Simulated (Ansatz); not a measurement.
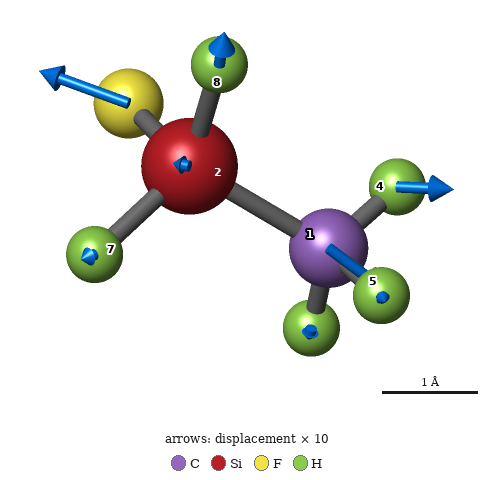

This is a relaxation of CH$_{5}$FSi (coarse preliminary run). The starting structure is drawn; blue arrows show the displacements, magnified 10 times. The two geometries are superimposed by the best rigid fit.

The picture is a ball-and-stick view, seen from a free direction.

The start comes from a force field.

Theory: RKS PBE-D4/def2-SVP in Ansatz.

The input:
```yaml
crystal:
  periodic: [false, false, false]
  atoms:
    - {symbol: C, position_ang: [-0.486500, 0.644200, -0.411400]}
    - {symbol: Si, position_ang: [0.435900, -0.646900, 0.395200]}
    - {symbol: F, position_ang: [1.893700, -0.628800, -0.218800]}
    - {symbol: H, position_ang: [-0.510700, 0.545800, -1.509100]}
    - {symbol: H, position_ang: [-1.559100, 0.712200, -0.062000]}
    - {symbol: H, position_ang: [-0.087000, 1.687800, -0.249100]}
    - {symbol: H, position_ang: [0.537900, -0.415100, 1.865700]}
    - {symbol: H, position_ang: [-0.131900, -1.956400, 0.133600]}
basis:
  gaussian: {orbitals: def2-SVP}
hamiltonian: {xc: pbe, dispersion: d4}
relax: {f_tol: 0.03, max_steps: 200}
```

**Describe the change and its energy.**

F3 moves most after the best rigid fit: 0.10 Å. Largest moves by element: F 0.10 Å, C 0.08 Å, H 0.06 Å, Si 0.02 Å. Near-neighbour distances that change, for instance: C1–Si2 1.780 → 1.873 Å, Si2–F3 1.582 → 1.644 Å, Si2–H8 1.451 → 1.503 Å, C1–H5 1.130 → 1.110 Å. Among the angles between lasting bonds that change: H4–C1–H6 103.5° → 108.3°, H5–C1–H6 103.6° → 108.0°, Si2–C1–H6 115.0° → 111.2°. The energy falls by 5.24 kcal/mol in 3 geometry steps. Largest force component: 2.5 eV/Å at the start, 0.011 eV/Å at the end.
